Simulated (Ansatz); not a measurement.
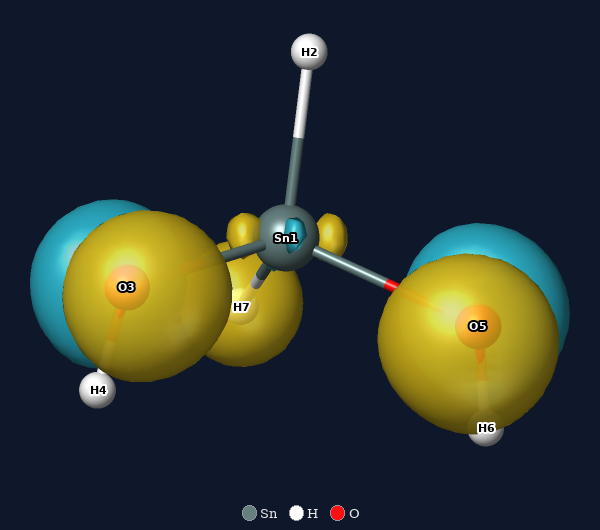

The picture shows: H4O2Sn. The HOMO−1 at ±0.15 Å⁻³ᐟ² (yellow and cyan are the two phases), seen at a tilt.

Core potentials replace the inner electrons of Sn.

Method: RKS PBE/def2-SVP in Ansatz.

```tsv
atom	x (Å)	y (Å)	z (Å)
Sn	0.0565	-0.1510	0.5469
H	-0.0968	0.1185	2.2327
O	2.0449	-0.1852	0.2457
H	2.2514	-0.4223	-0.6785
O	-0.7467	1.4838	-0.3087
H	-0.9259	1.3223	-1.2547
H	-0.6670	-1.5700	-0.1454
```

### Where does this orbital lie, and at what energy?

It lies mainly on O5 (about 45 %), O3 (about 35 %), Sn1 (about 10 %) and H7 (about 5 %); largely a combination of lone pairs on O5 and O3. Its energy is −6.53 eV.
